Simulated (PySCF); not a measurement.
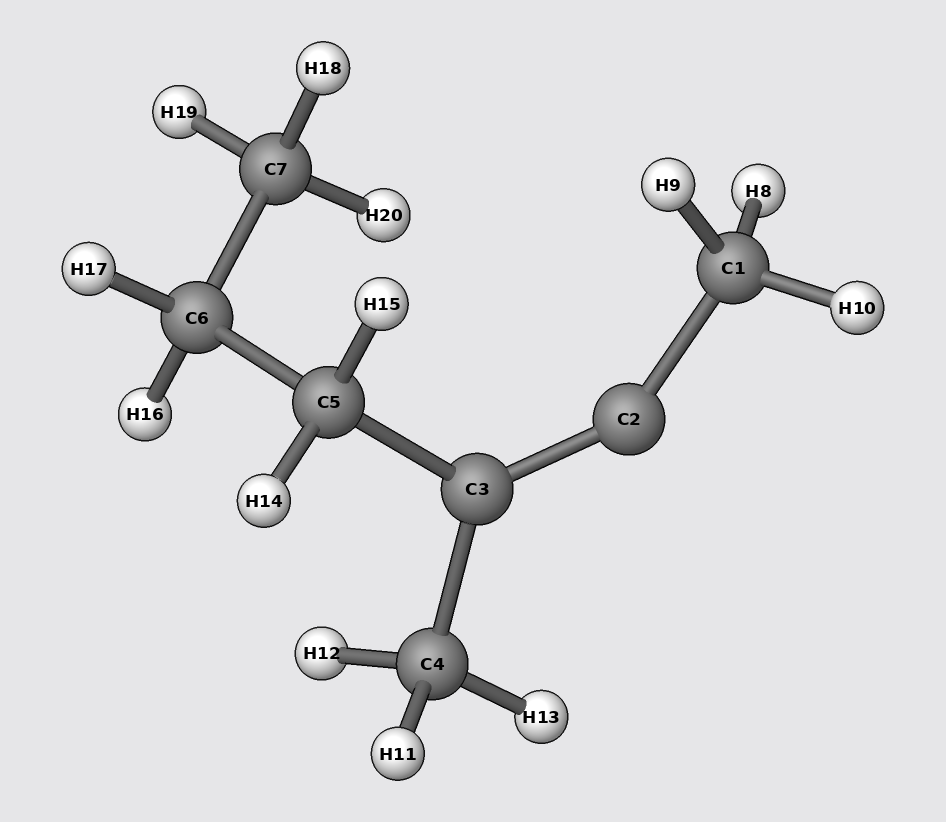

The questions are on Mulliken spin populations. The species is neutral and a spin doublet. The computed structure is the end point of a GFN2-xTB optimisation. No frequency run is at hand to confirm it as a minimum. Properties computed with UKS B3LYP, pcH-1 on C H, non-relativistic (PySCF 2.14.0).

**Which atom carries the largest spin population?**

C2 (1.00 e).

**Which atom has the lowest spin population?**

C3 (−0.16 e); a negative value comes from spin polarisation.

List the Mulliken spin populations.

| atom | value (e) |
| --- | --- |
| C1 | −0.05 |
| C2 | 1.00 |
| C3 | −0.16 |
| C4 | 0.04 |
| C5 | 0.07 |
| C6 | 0.00 |
| C7 | 0.00 |
| H8 | 0.01 |
| H9 | 0.07 |
| H10 | 0.01 |
| H11 | 0.00 |
| H12 | 0.00 |
| H13 | 0.00 |
| H14 | 0.00 |
| H15 | 0.00 |
| H16 | 0.00 |
| H17 | 0.00 |
| H18 | 0.00 |
| H19 | 0.00 |
| H20 | 0.00 |

Mulliken values depend strongly on the basis set.
